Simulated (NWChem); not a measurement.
# triplet BNH3F3 at 4 levels

Aim: a comparison of 4 runs (U-wB97X/cc-pVDZ, UB2PLYP/cc-pVDZ, UCAM-B3LYP/cc-pVDZ, UM06-2X/cc-pVDZ) of triplet BNH3F3. 

The results are computed with NWChem 7.3.0.

## 1. Starting point

BNH3F3: 8 atoms, total charge 0, spin state triplet. As SMILES of the parent species, `[NH3+][B-](F)(F)F`. Geometry: relaxed at PBE0-D4/def2-TZVP. That shape belongs to the parent species and isn't relaxed for this state.

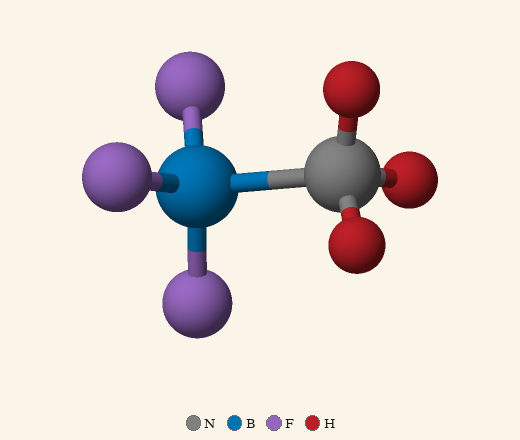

The structure, seen from a chosen angle (nitrogen grey, boron blue, fluorine purple, hydrogen red).

## 2. A single-point energy at U-wB97X/cc-pVDZ (run 1)

geom.nw reads:

```
echo
start geom
memory 2200 mb
charge 0

geometry noautosym nocenter noautoz
   N     -0.501800    -0.052400     0.645700
   B      0.531500     0.038700    -0.668100
   F      1.521100    -0.860400    -0.378100
   F     -0.251400    -0.312100    -1.733900
   F      0.943600     1.343300    -0.679400
   H     -1.280300     0.587300     0.522000
   H     -0.006300     0.194600     1.496700
   H     -0.864300    -0.996100     0.739300
end

basis "ao basis" spherical bse
   * library cc-pVDZ
end

dft
   xc wb97x
   mult 3
   grid xfine
   convergence energy 1e-08
   maxiter 100
   mulliken
end

task dft energy
```

Command:

```bash
nwchem geom.nw > geom.out
```

Output:

```text
[...]
          Wavefunction type:  spin polarized.
          No. of atoms     :     8
          No. of electrons :    42
[...]
          Charge           :     0
          Spin multiplicity:     3
[...]
          AO basis - number of functions:    85
[...]
              XC Information
              --------------
                       wb97x  Method XC Functional
                     Hartree-Fock (Exact) Exchange  1.000
                         wb97x Exchange Functional  1.000
                      wb97x Correlation Functional  1.000
[...]
 d= 0,ls=0.0,diis     1   -380.5729146032 -5.72D+02  1.03D-02  3.15D-01    11.9
[...]
 d= 0,ls=0.0,diis    12   -380.7216201800 -3.42D-09  8.82D-07  3.41D-10   151.1
[...]
         Total DFT energy =     -380.721620179983
      One electron energy =     -906.191045673332
           Coulomb energy =      377.399993767083
    Exchange-Corr. energy =      -43.369705224811
 Nuclear repulsion energy =      191.439136951077
[...]
      Total Density - Mulliken Population Analysis
     ---------------------------------------------
    Atom       Charge   Shell Charges
 -----------   ------   -------------------------------------------------------
    1 N    7     6.52   2.01  0.84  0.34  2.34  0.97  0.01
    2 B    5     4.77   2.01  0.56 -0.00  1.50  0.24  0.46
    3 F    9     9.08   2.01  0.90  0.95  3.33  1.88  0.00
    4 F    9     9.08   2.01  0.90  0.95  3.33  1.88  0.00
    5 F    9     9.08   2.01  0.90  0.95  3.33  1.88  0.00
    6 H    1     1.16   0.68  0.42  0.06
    7 H    1     1.16   0.68  0.42  0.06
    8 H    1     1.16   0.68  0.42  0.06
[...]
      <S2> =      2.0065 (Exact =     2.0000)
[...]
```

It took 2.5 min on 1 thread of Intel Xeon Platinum 8375C at 2.90GHz (Ice Lake), shared host; peak memory 0.13 GiB.

## 3. A single-point energy at UB2PLYP/cc-pVDZ (run 2)

m1.nw reads:

```
start m1
title "BF3H3N energy"
memory stack 880 mb heap 220 mb global 1100 mb

geometry noautosym nocenter noautoz
N       -0.501800      -0.052400       0.645700
B        0.531500       0.038700      -0.668100
F        1.521100      -0.860400      -0.378100
F       -0.251400      -0.312100      -1.733900
F        0.943600       1.343300      -0.679400
H       -1.280300       0.587300       0.522000
H       -0.006300       0.194600       1.496700
H       -0.864300      -0.996100       0.739300
end

basis spherical bse
* library cc-pVDZ
end

dft
xc hfexch 0.53 becke88 0.47 lyp 0.73 mp2 0.27
dftmp2 semidirect
mult 3
grid xfine
convergence energy 1e-08
maxiter 100
mulliken
print low
end

mp2
freeze core 5
end

task dft energy
```

Command:

```bash
nwchem m1.nw > m1.out
```

Output:

```text
[...]
 d= 0,ls=0.0,diis     1   -380.1131466916 -5.72D+02  1.04D-02  2.78D-01     8.0
[...]
 d= 0,ls=0.0,diis    11   -380.2477684609 -5.61D-09  1.01D-06  1.06D-09    77.3
[...]
         Total DFT energy =     -380.247768460862
      One electron energy =     -906.237640527195
           Coulomb energy =      377.495495295972
    Exchange-Corr. energy =      -42.944760180716
 Nuclear repulsion energy =      191.439136951077
[...]
      Total Density - Mulliken Population Analysis
     ---------------------------------------------
    Atom       Charge   Shell Charges
 -----------   ------   -------------------------------------------------------
    1 N    7     6.51   2.01  0.85  0.34  2.33  0.97  0.02
    2 B    5     4.61   2.01  0.55 -0.05  1.45  0.20  0.45
    3 F    9     9.14   2.00  0.90  0.97  3.33  1.92  0.00
    4 F    9     9.14   2.00  0.90  0.97  3.33  1.92  0.00
    5 F    9     9.14   2.00  0.90  0.97  3.33  1.92  0.00
    6 H    1     1.15   0.67  0.42  0.06
    7 H    1     1.15   0.67  0.42  0.06
    8 H    1     1.15   0.67  0.42  0.06
[...]
      <S2> =      2.0100 (Exact =     2.0000)
[...]
  Basis functions       =     85
[...]
```

It took 87 s on 1 thread of Intel Xeon Platinum 8375C at 2.90GHz (Ice Lake), shared host; peak memory 0.26 GiB.

Run 3 isn't shown in full; the table further down has it.

## 4. A single-point energy at UM06-2X/cc-pVDZ (run 4)

geom.xyz reads:

```xyz
8
BF3H3N energy
N     -0.501800    -0.052400     0.645700
B      0.531500     0.038700    -0.668100
F      1.521100    -0.860400    -0.378100
F     -0.251400    -0.312100    -1.733900
F      0.943600     1.343300    -0.679400
H     -1.280300     0.587300     0.522000
H     -0.006300     0.194600     1.496700
H     -0.864300    -0.996100     0.739300
```

run.py reads:

```python
from ase.io import read
from ase.calculators.nwchem import NWChem

molecule = read('geom.xyz')

calc = NWChem(
    label='geom',
    theory='dft',
    memory='2200 mb',
    basis='cc-pVDZ',
    basispar='spherical bse',
    dft={'xc': 'm06-2x', 'mult': '3', 'grid': 'xfine', 'convergence': 'energy 1e-08', 'iterations': '100', 'mulliken': None},
    task='energy',
)
molecule.calc = calc

e = molecule.get_potential_energy()
print(f"E = {e:.6f} eV")
```

Command:

```bash
export ASE_NWCHEM_COMMAND="nwchem PREFIX.nwi > PREFIX.nwo"
python run.py
```

Output:

```text
E = -10359.088554 eV
```

The calculator wrote geom.nwi:

```
title "geom"

permanent_dir geom

scratch_dir geom

start geom

geometry units angstrom nocenter noautosym noautoz
  N  -5.0180000000000002e-01 -5.2400000000000002e-02 6.4570000000000005e-01
  B  5.3149999999999997e-01 3.8699999999999998e-02 -6.6810000000000003e-01
  F  1.5210999999999999e+00 -8.6040000000000005e-01 -3.7809999999999999e-01
  F  -2.5140000000000001e-01 -3.1209999999999999e-01 -1.7339000000000000e+00
  F  9.4359999999999999e-01 1.3432999999999999e+00 -6.7940000000000000e-01
  H  -1.2803000000000000e+00 5.8730000000000004e-01 5.2200000000000002e-01
  H  -6.3000000000000000e-03 1.9460000000000000e-01 1.4966999999999999e+00
  H  -8.6429999999999996e-01 -9.9609999999999999e-01 7.3929999999999996e-01
end

memory 2200 mb

basis spherical bse noprint
   * library cc-pVDZ
end

dft
  xc m06-2x
  mult 3
  grid xfine
  convergence energy 1e-08
  iterations 100
  mulliken
end

task dft energy
```

geom.nwo:

```text
Northwest Computational Chemistry Package (NWChem) 7.3.0
             --------------------------------------------------------

           Job information
           ---------------

    nwchem branch   = 7.3.0
    use scalapack   = T
    input           = geom.nwi
    prefix          = geom.
    data base       = geom/geom.db
    status          = startup
    nproc           =        1

           Memory information
           ------------------

    heap     =     72089598 doubles =      550.0 Mbytes
    stack    =     72089595 doubles =      550.0 Mbytes
    global   =    144179200 doubles =     1100.0 Mbytes (distinct from heap & stack)
    total    =    288358393 doubles =     2200.0 Mbytes
    verify   = yes
    hardfail = no

           Directory information
           ---------------------

  0 permanent = geom
  0 scratch   = geom

                                NWChem Input Module
                                -------------------

                                       geom
                                       ----

[... 26 lines left out ...]
            Nuclear Dipole moment (a.u.)
[... 70 lines left out ...]
  convergence criterion.
[... 16 lines left out ...]
          Convergence on density requested:  1.00D-05
[... 22 lines left out ...]
          Spatial weights used:  Erf1
[... 3 lines left out ...]
          Convergence aids based upon iterative change in
[... 89 lines left out ...]
         Total DFT energy =     -380.689485831948
[... 1 line left out ...]
           Coulomb energy =      377.236430286331
[... 1 line left out ...]
 Nuclear repulsion energy =      191.439136951077
[... 601 lines left out ...]
                     DFT Final Beta Molecular Orbital Analysis
[... 677 lines left out ...]
   alpha     71     72     73     74     75     76     77     78     79     80
    beta     71     72     73     74     75     76     77     78     79     80
 overlap   0.992  0.924  0.924  0.992  0.996  0.996  1.000  1.000  1.000  1.000

   alpha     81     82     83     84     85
    beta     81     82     83     84     85
 overlap   1.000  1.000  1.000  1.000  1.000

     --------------------------
     Expectation value of S2:
     --------------------------
      <S2> =      2.0076 (Exact =     2.0000)

 center of mass
 --------------
 x =   0.86020326 y =   0.06047915 z =  -1.07933040

 moments of inertia (a.u.)
 ------------------
         379.422554493413          -0.614661674067           8.894989896139
          -0.614661674067         386.370814596400           0.789069530877
           8.894989896139           0.789069530877         375.126564642138

     Multipole analysis of the density
     ---------------------------------

     L   x y z        total         alpha         beta         nuclear
     -   - - -        -----         -----         ----         -------
     0   0 0 0     -0.000000    -22.000000    -20.000000     42.000000

     1   1 0 0     -0.116129    -15.353266    -16.725121     31.962258
[... 8 lines of this table left out ...]
     2   0 0 2    -22.856210    -89.467770    -78.759417    145.370977

 Task  times  cpu:      144.4s     wall:      144.4s
 Total times  cpu:      144.4s     wall:      144.4s
```

Wall time 2.4 min (1 thread of Intel Xeon Platinum 8375C at 2.90GHz (Ice Lake), shared host); peak memory 0.13 GiB.

## 5. Overview of the runs

```tsv
run	level	frozen core orbitals	energy (Eh)	dipole moment (D)	HOMO energy (eV)	⟨S²⟩	wall time
1	U-wB97X/cc-pVDZ	–	-380.721620	0.40	-3.42	2.006	2.5 min
2	UB2PLYP/cc-pVDZ	5	-380.521865	–	–	2.010	87 s
3	UCAM-B3LYP/cc-pVDZ	–	-380.714343	0.39	-2.81	2.006	2.2 min
4	UM06-2X/cc-pVDZ	–	-380.689486	0.48	-2.96	2.008	2.4 min
```

## 6. Summary of results

```
                                 quantity          value
                      run 4: total energy  -380.68949 Eh
                     run 4: dipole moment         0.48 D
run 4: HOMO energy (highest over α and β)       -2.96 eV
                              run 4: ⟨S²⟩          2.008
```

In words: Over runs 1, 3, 4 the dipole moment (its size) runs from 0.39 D (UCAM-B3LYP/cc-pVDZ) to 0.48 D (UM06-2X/cc-pVDZ). Totals of different functionals can't be ranked against each other. All runs together took 8.6 min, the longest 2.5 min.
